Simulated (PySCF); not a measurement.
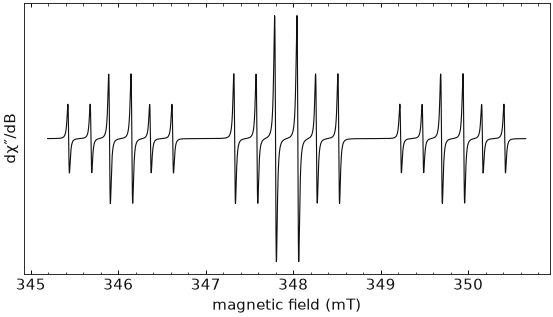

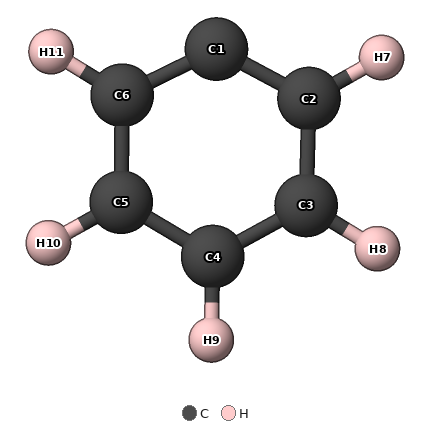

First-order isotropic EPR spectrum (fast tumbling, first derivative) of C₆H₅ (phenyl), SMILES [c]1ccccc1, doublet at 9.75 GHz, Lorentzian lines of 0.03 mT full width at half height, from computed g and hyperfine couplings (BHandHLYP/pcH-1 (IGLO-III on C) in PySCF, at a PBE0-D3(BJ)/def2-SVP geometry (no frequency check), gas phase); values of one conformer, averaged over methyl-type rotors alone; no vibrational averaging; dilute isotopes left out. The SMILES is one Lewis form and needn't show where the spin sits.

Q: Which couplings does the calculation give? The spectrum shows the sizes of those above the line width, not their signs.

A:
| nuclei | isotope | a (mT) | a (MHz) |
| --- | --- | --- | --- |
| H7, H11 | ¹H | 1.90 | 53.2 |
| H8, H10 | ¹H | 0.47 | 13.1 |
| H9 | ¹H | 0.26 | 7.2 |

Q: What is the g value, and how wide is the spectrum?

A: g_iso = 2.0022, which centres the spectrum at 347.9 mT; it spans 5.0 mT.
